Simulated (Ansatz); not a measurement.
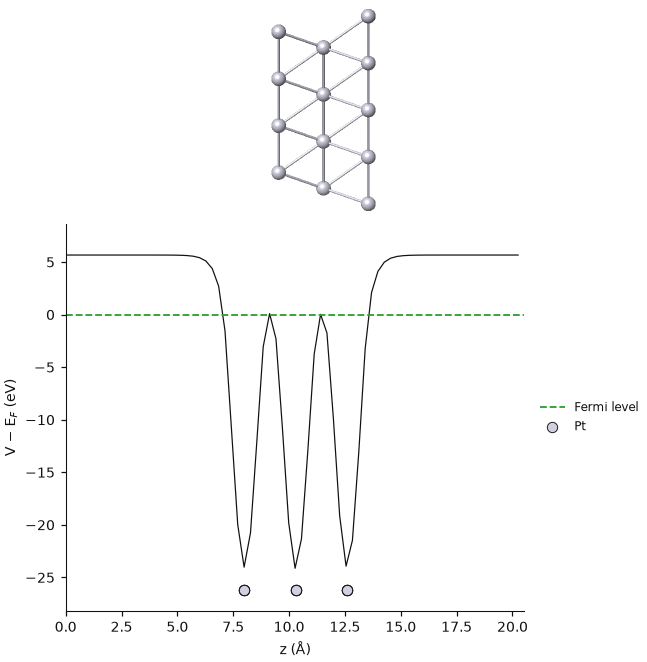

Plane-averaged electrostatic potential energy of an electron across the slab; circles at the bottom mark the heights of the atoms (positions after relaxation). The structure is drawn too.

Structure: a (111) slab cut from Pt (Fm-3m), 12 atoms in the cell; a = 5.56 Å, b = 5.56 Å, c = 20.54 Å, α = 90.00°, β = 90.00°, γ = 120.00°.

Computed with Ansatz 0.2.0: DFT PBE+D3(BJ), scalar-relativistic, plane waves, PAW, no spin polarisation, 4×4×1 k mesh, 420 eV cutoff, Gaussian smearing of 0.1 eV.

What is the work function?

Answer. The work function is 5.67 eV, the same on both faces. The two vacuum levels agree, so the slab has no net dipole along its normal.

How thick are slab and vacuum?

Answer. The outermost atoms are 4.6 Å apart, which leaves 15.9 Å of vacuum in a cell 20.5 Å high.

Spin-orbit coupling is left out, which matters for Pt.
